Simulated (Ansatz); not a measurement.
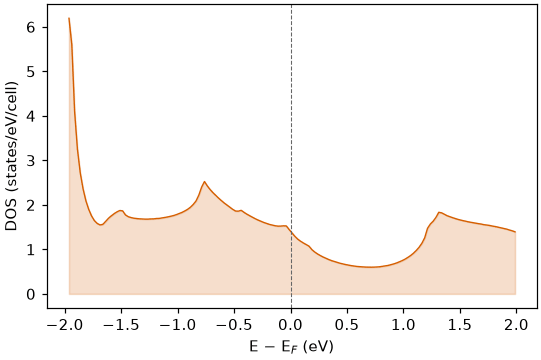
*Density of states of IrSn$_{2}$ (Fm-3m) near the Fermi level, PBEsol, rigid bands (Ansatz, a quantum-chemistry and plane-wave program).*

Problem. With 3 atoms a cell, what bare Sommerfeld coefficient γ = (π²/3) k_B² N(E_F) follows?

Solution. N(E_F) ≈ 1.40 states/eV a cell at 300 K, so γ ≈ 1.10 mJ/(mol of atoms·K²), before electron-phonon enhancement.

Problem. How far does the Fermi level move in a rigid band for 0.1 electron a cell added or removed?

Solution. 77 meV and -68 meV.

A metal at this level (no band gap); rigid bands, thermally averaged at 300 K, both spins. Spin-orbit coupling is left out, which matters with elements this heavy. Geometry: cell and atoms relaxed with PBEsol.

Formula and space group known from diffraction (Crystallography Open Database), not checked to be the room-temperature form: IrSn2 (Fm-3m).
